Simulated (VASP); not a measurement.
Given:

```xyz
2
Lattice="0.0000 3.0542 3.0542 3.0542 0.0000 3.0542 3.0542 3.0542 0.0000" Properties=species:S:1:pos:R:3 pbc="T T T"
Ga     0.0000     0.0000     0.0000
Sb     1.5271     1.5271     1.5271
```

Computed with PBEsol GGA, VASP's PBE PAW potentials (set 64) (plane waves; VASP 6.6.1). Run with 400 eV cut-off, 12×12×12 Γ-centred mesh, tetrahedra with Blöchl corrections, potentials Ga_d Sb.

Unless said otherwise, spin-orbit coupling is left out, though it shifts the bands of the heavy elements here.

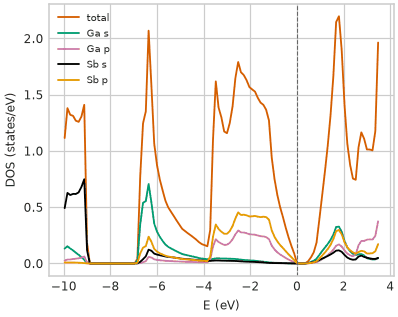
Total and projected density of states, zero at the valence-band maximum

Within 2 eV below the valence-band maximum the largest weight inside VASP's projection spheres is Sb p, then Ga p.

The gap is direct, 0.02 eV, from the valence maximum at Γ to the conduction minimum at Γ.

The structure was generated: GaSb was put into the zinc blende type (F-43m), which need not be its known phase. It was relaxed first.
